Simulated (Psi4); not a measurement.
# r2SCAN/6-311+G(d,p) (sweep point 5) run of Si2H6 (disilane)

What is the vertical electron affinity of Si2H6 (disilane) at r2SCAN/6-311+G** (sweep point 5)? 

Program for the calculation: Psi4 1.11.

4 further runs of the same task are left out: 4 set aside as unsound or not needed.

## Step 1: Starting point

Si2H6 has 8 atoms, charge 0, and is taken as a singlet. SMILES: `[SiH3][SiH3]`. The shape is that of a PBE0-D4/def2-TZVP optimisation.

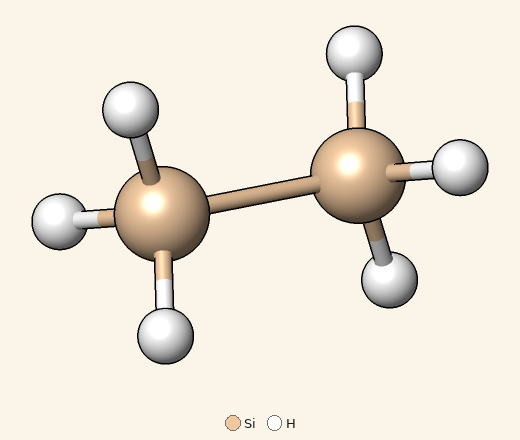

Viewed from a chosen angle; silicon light orange, hydrogen white.

## Step 2: A single-point energy at r2SCAN/6-311+G(d,p) (sweep point 5)

Input file input.in:

```
memory 1.6 GB

molecule {
  0 1
  Si    -0.64345175     0.92634375    -1.89898578
  Si     0.68691545    -0.95317786     1.87271859
  H      1.57584262     1.79183831    -3.39186942
  H     -2.10307620    -0.91443847    -3.44289203
  H     -2.28278916     3.14469324    -1.35663438
  H      2.15239806     0.88552566     3.41341230
  H      2.32077265    -3.17568475     1.33036719
  H     -1.53256789    -1.81262530     3.36862579
  units bohr
  symmetry c1
}

set reference rks
set puream true
set scf_type pk
set dft_radial_points 75
set dft_spherical_points 302

energy_value, wavefunction = energy("r2scan/6-311+G**", return_wfn=True)
```

Launch:

```
psi4 -i input.in -o input.out -n 1
```

input.out:

```text
[...]
  Running in c1 symmetry.
[...]
  Nuclear repulsion =   90.773081169321117
[...]
  Multiplicity = 1
[...]
  Nalpha       = 17
  Nbeta        = 17
[...]
    Number of basis functions: 96
[...]
   @RKS iter   1:  -582.42791583260669   -3.87286e-01   5.22427e-03 ADIIS/DIIS
[...]
   @RKS iter   6:  -582.52504781427399   -1.53375e-07   7.42320e-07 DIIS
[...]
    Orbital Energies [Eh]
    ---------------------
    Doubly Occupied:
       1A    -65.810906     2A    -65.810903     3A     -5.198550
       4A     -5.198499     5A     -3.540346     6A     -3.539802
       7A     -3.539801     8A     -3.539748     9A     -3.539747
      10A     -3.539700    11A     -0.537801    12A     -0.475666
      13A     -0.340661    14A     -0.340656    15A     -0.316078
      16A     -0.316073    17A     -0.278400
[...]
  @RKS Final Energy:  -582.52504781427399
   => Energetics <=
    Nuclear Repulsion Energy =             90.7730811693211166
    One-Electron Energy =                -986.8200418257304136
    Two-Electron Energy =                 357.5057580257899872
    DFT Exchange-Correlation Energy =     -43.9838451836547009
    Empirical Dispersion Energy =           0.0000000000000000
    VV10 Nonlocal Energy =                  0.0000000000000000
    Total Energy =                       -582.5250478142739894
[...]
 Multipole Moments:
 ------------------------------------------------------------------------------------
     Multipole            Electronic (a.u.)      Nuclear  (a.u.)        Total (a.u.)
 ------------------------------------------------------------------------------------
 L = 1.  Multiply by 2.5417464519 to convert [e a0] to [Debye]
 Dipole X            :         -0.0001248            0.0000845           -0.0000403
 Dipole Y            :          0.0001263           -0.0000845            0.0000418
 Dipole Z            :          0.0001321           -0.0000845            0.0000476
 Magnitude           :                                                    0.0000750
[...]
```

It took 7.2 s on 1 thread of Intel Xeon 6975P-C (Granite Rapids), shared host; peak memory 0.84 GiB.

## Step 3: The doublet anion

Input file job.in:

```
memory 1.6 GB

molecule {
  -1 2
  Si    -0.64345175     0.92634375    -1.89898578
  Si     0.68691545    -0.95317786     1.87271859
  H      1.57584262     1.79183831    -3.39186942
  H     -2.10307620    -0.91443847    -3.44289203
  H     -2.28278916     3.14469324    -1.35663438
  H      2.15239806     0.88552566     3.41341230
  H      2.32077265    -3.17568475     1.33036719
  H     -1.53256789    -1.81262530     3.36862579
  units bohr
  symmetry c1
}

set {
  basis                6-311+G**
  reference            uks
  puream               true
  scf_type             pk
  dft_radial_points    75
  dft_spherical_points 302
  maxiter              100
}

energy('r2scan')
print_variables()
```

Launch:

```
psi4 -n 1 job.in job.out
```

job.out:

```text
[...]
  Running in c1 symmetry.
[...]
  Nuclear repulsion =   90.773081169321117
[...]
  Multiplicity = 2
[...]
  Nalpha       = 18
  Nbeta        = 17
[...]
    Number of basis functions: 96
[...]
   @UKS iter   1:  -582.24498400645041   -2.04354e-01   6.27166e-03 ADIIS/DIIS
[...]
   @UKS iter  10:  -582.49097159835321   -6.28821e-08   2.72508e-07 DIIS
[...]
   @S^2 Observed:                7.506571721E-01
[...]
    Orbital Energies [Eh]
    ---------------------
    Alpha Occupied:
       1A    -65.671016     2A    -65.671013     3A     -5.059076
       4A     -5.059025     5A     -3.400980     6A     -3.400386
       7A     -3.400386     8A     -3.400331     9A     -3.400331
      10A     -3.400328    11A     -0.403871    12A     -0.340689
      13A     -0.208125    14A     -0.208120    15A     -0.183066
      16A     -0.183061    17A     -0.142325    18A      0.078492
    Alpha Virtual:
      19A      0.097613    20A      0.123220    21A      0.123225
      22A      0.125036    23A      0.138497    24A      0.138519
      25A      0.145050    26A      0.145063    27A      0.162711
[...]
  @UKS Final Energy:  -582.49097159835321
   => Energetics <=
    Nuclear Repulsion Energy =             90.7730811693211166
    One-Electron Energy =                -991.4455566575844614
    Two-Electron Energy =                 362.2697110227642270
    DFT Exchange-Correlation Energy =     -44.0882071328540874
    Empirical Dispersion Energy =           0.0000000000000000
    VV10 Nonlocal Energy =                  0.0000000000000000
    Total Energy =                       -582.4909715983532124
[...]
 Multipole Moments:
 ------------------------------------------------------------------------------------
     Multipole            Electronic (a.u.)      Nuclear  (a.u.)        Total (a.u.)
 ------------------------------------------------------------------------------------
 L = 1.  Multiply by 2.5417464519 to convert [e a0] to [Debye]
 Dipole X            :         -0.0001124            0.0000845           -0.0000278
 Dipole Y            :          0.0000969           -0.0000845            0.0000124
 Dipole Z            :          0.0000989           -0.0000845            0.0000143
 Magnitude           :                                                    0.0000337
[...]
```

Wall time 14 s (1 thread of Intel Xeon 6975P-C (Granite Rapids), shared host); peak memory 0.84 GiB.

## Step 4: Summary of results

At r2SCAN/6-311+G** (sweep point 5):

| quantity | value |
| --- | --- |
| singlet Si2H6: total energy | -582.52505 Eh |
| singlet Si2H6: dipole moment | 0.00 D |
| singlet Si2H6: HOMO energy | -7.58 eV |
| singlet Si2H6: LUMO energy | -0.10 eV |
| singlet Si2H6: HOMO–LUMO gap | 7.48 eV |
| doublet anion: total energy | -582.49097 Eh |
| doublet anion: HOMO energy (highest over α and β) | 2.14 eV |
| doublet anion: LUMO energy (lowest over α and β) | 2.66 eV |
| doublet anion: ⟨S²⟩ | 0.751 |
| vertical electron affinity (to the doublet anion) | -0.927 eV |

**Reading.** The anion lies 0.93 eV (21.4 kcal/mol) above the neutral: the electron isn't bound at this level, and such a value depends on the basis. The HOMO (doublet anion) lies at positive energy, 2.14 eV, as semi-local functionals often give for anions; only total energies tell whether the electron is bound.
